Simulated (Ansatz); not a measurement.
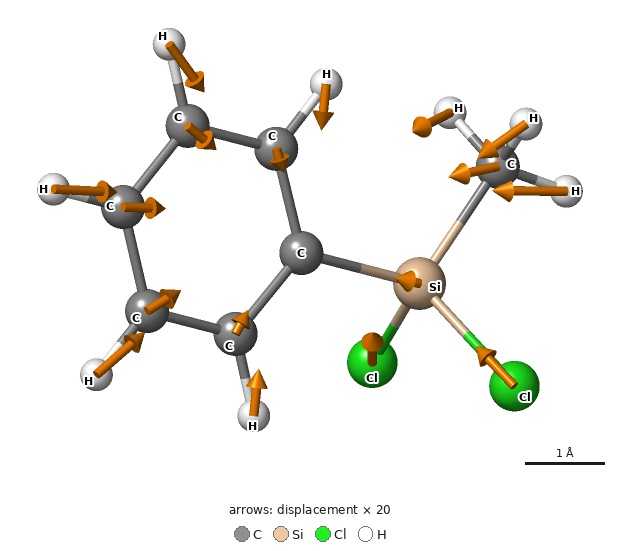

This is a relaxation of C7H8Cl2Si. The starting structure is drawn; orange arrows show the displacements, magnified 20 times. The two geometries are superimposed by the best rigid fit.

A ball-and-stick model, seen at a tilt.

The start comes from PBE-D4/def2-SVP.

All numbers below come from Ansatz, RKS PBE0-D4/def2-TZVP.

Input
```yaml
crystal:
  periodic: [false, false, false]
  atoms:
    - {symbol: C, position_ang: [1.267874, -1.848863, 1.977196]}
    - {symbol: Si, position_ang: [-0.202832, -0.716691, 1.756900]}
    - {symbol: Cl, position_ang: [-0.183527, 0.734689, 3.257951]}
    - {symbol: Cl, position_ang: [-1.956150, -1.821010, 2.013056]}
    - {symbol: C, position_ang: [-0.272407, 0.143100, 0.096319]}
    - {symbol: C, position_ang: [0.719815, -0.094503, -0.879971]}
    - {symbol: C, position_ang: [0.668636, 0.550692, -2.125582]}
    - {symbol: C, position_ang: [-0.376842, 1.441789, -2.410261]}
    - {symbol: C, position_ang: [-1.371279, 1.687338, -1.448347]}
    - {symbol: C, position_ang: [-1.319423, 1.043327, -0.205081]}
    - {symbol: H, position_ang: [1.249147, -2.660675, 1.221999]}
    - {symbol: H, position_ang: [1.240033, -2.307917, 2.984754]}
    - {symbol: H, position_ang: [2.216435, -1.283782, 1.875662]}
    - {symbol: H, position_ang: [1.547183, -0.791357, -0.671553]}
    - {symbol: H, position_ang: [1.449610, 0.355902, -2.876561]}
    - {symbol: H, position_ang: [-0.418361, 1.948983, -3.386480]}
    - {symbol: H, position_ang: [-2.192153, 2.386262, -1.670857]}
    - {symbol: H, position_ang: [-2.103359, 1.243917, 0.542456]}
basis:
  gaussian: {orbitals: def2-TZVP}
hamiltonian: {xc: pbe0, dispersion: d4}
relax: {f_tol: 0.005, max_steps: 150}
```

Q: Atoms of which element are displaced furthest, and by how much?

A: Hydrogen: up to 0.053 Å, against 0.038 Å for carbon.

Q: What happened in the run?

A: The atom that moves furthest after the best rigid fit is H12 (0.053 Å). By element the largest moves are H 0.053 Å, C 0.038 Å, Cl 0.038 Å, Si 0.019 Å. Among the contacts that change: Si2–Cl3 2.088 → 2.057 Å, C1–Si2 1.869 → 1.850 Å, C5–C6 1.412 → 1.394 Å, C9–C10 1.401 → 1.384 Å. Over 4 geometry steps the energy falls by 0.108 eV. Largest force component: 0.51 eV/Å at the start, 0.0047 eV/Å at the end.
